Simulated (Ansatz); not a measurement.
The structure in question:

```xyz
5
Lattice="3.9827 0.0000 0.0000 -1.9913 3.4491 0.0000 0.0000 0.0000 8.9728" Properties=species:S:1:pos:R:3 pbc="T T T"
Si    0.0000    0.0000    0.0000
Si    0.0000    2.2994    4.1227
Si    1.9913    1.1497    4.8501
Sb    0.0000    2.2994    1.4896
Sb    1.9913    1.1497    7.4832
```

Question: Before looking at a picture, describe the arrangement of atoms.

Answer: The stoichiometry is Si$_{3}$Sb$_{2}$. The structure has P-3m1 (No. 164) symmetry and a primitive hexagonal lattice. The cell comprises 1 formula unit: 3 Si, 2 Sb. Around each Sb lie four Si at 2.63 to 2.74 Å. Si takes two kinds of site: 1a with six Sb in an octahedral arrangement at 2.74 Å; 2d with three Si and one Sb in a distorted tetrahedral arrangement (2.41 Å to Si, 2.63 Å to Sb). The bonds build a three-dimensional framework.

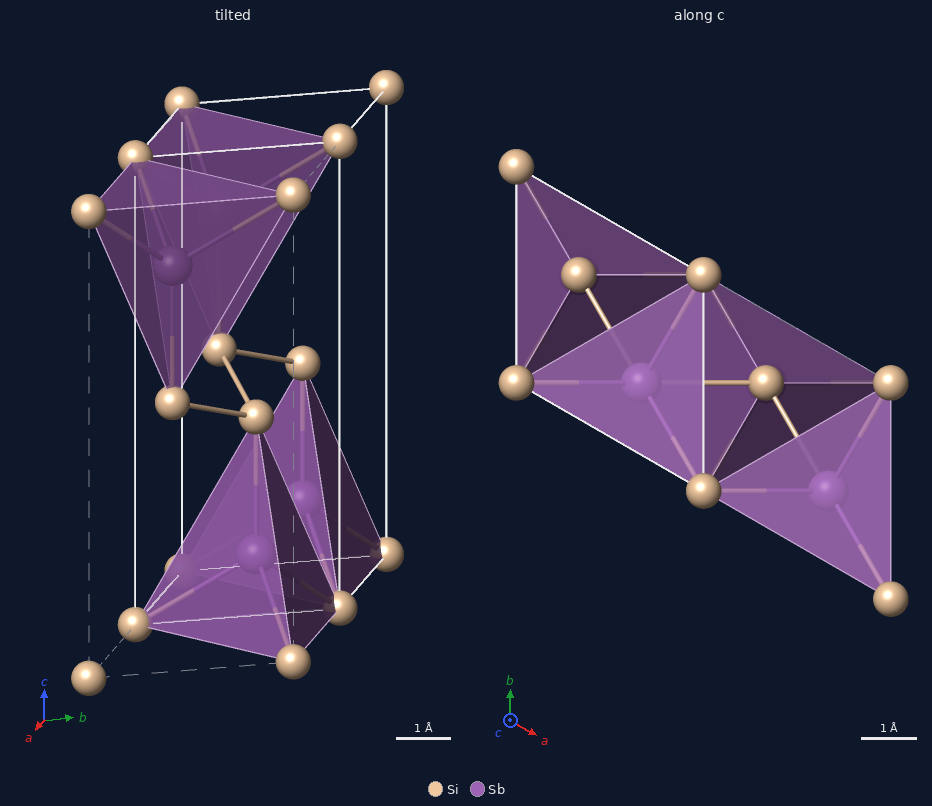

Shown here is a polyhedral view of the crystal, taken slightly off an axis and along the c axis. The conventional unit cell (solid box) is repeated to 2×1×1 cells.

The initial geometry was a textbook structure type filled with these elements (whether it is the usual form wasn't checked). Relaxation method: Ansatz, DFT PBE, scalar-relativistic, plane waves, PAW.
